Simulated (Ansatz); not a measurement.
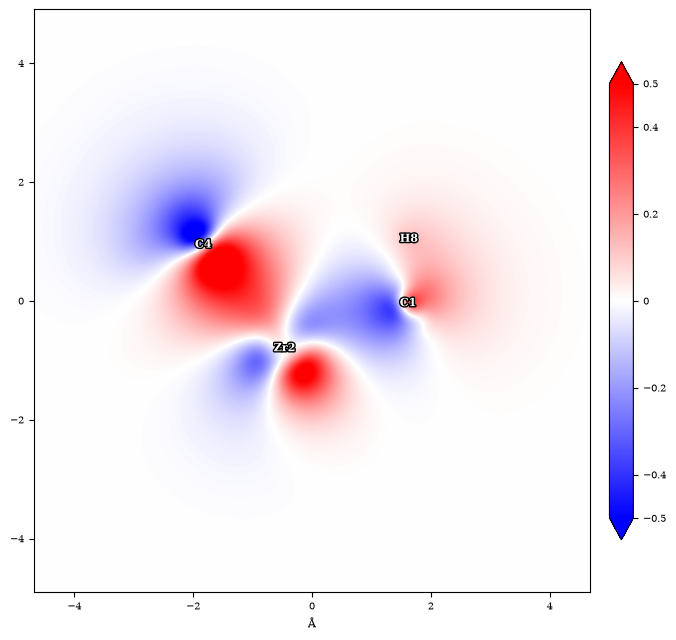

The picture shows: C₃H₉FZr. The HOMO−1 on the plane of atoms C1, Zr2 and C4 (values in Å⁻³ᐟ²; the overall sign is arbitrary).

Geometry: PBE0-D4/def2-TZVP; core potentials replace the inner electrons of Zr.

The calculation used RKS PBE0-D4/def2-TZVPP in Ansatz.

```yaml
atoms:
  - { symbol: C, position_ang: [-1.8237, 0.5855, 0.8197] }
  - { symbol: Zr, position_ang: [-0.1507, 0.1947, -0.5763] }
  - { symbol: C, position_ang: [1.6501, 1.2642, 0.1415] }
  - { symbol: C, position_ang: [0.2797, -1.9780, -0.5430] }
  - { symbol: F, position_ang: [-0.6022, 0.7521, -2.3401] }
  - { symbol: H, position_ang: [-2.7529, 0.8578, 0.3077] }
  - { symbol: H, position_ang: [-1.5727, 1.4008, 1.5101] }
  - { symbol: H, position_ang: [-2.0266, -0.3075, 1.4256] }
  - { symbol: H, position_ang: [2.5125, 0.5847, 0.1534] }
  - { symbol: H, position_ang: [1.9136, 2.1227, -0.4857] }
  - { symbol: H, position_ang: [1.5062, 1.6306, 1.1659] }
  - { symbol: H, position_ang: [0.7366, -2.3323, -1.4737] }
  - { symbol: H, position_ang: [0.9682, -2.2178, 0.2778] }
  - { symbol: H, position_ang: [-0.6380, -2.5576, -0.3826] }
```

Q: Describe this orbital and give its energy.

A: By Hirshfeld shares it lies mainly on C4 (about 35 %), Zr2 (about 30 %), C1 (about 10 %) and C3 (about 10 %). Its energy is −7.66 eV.
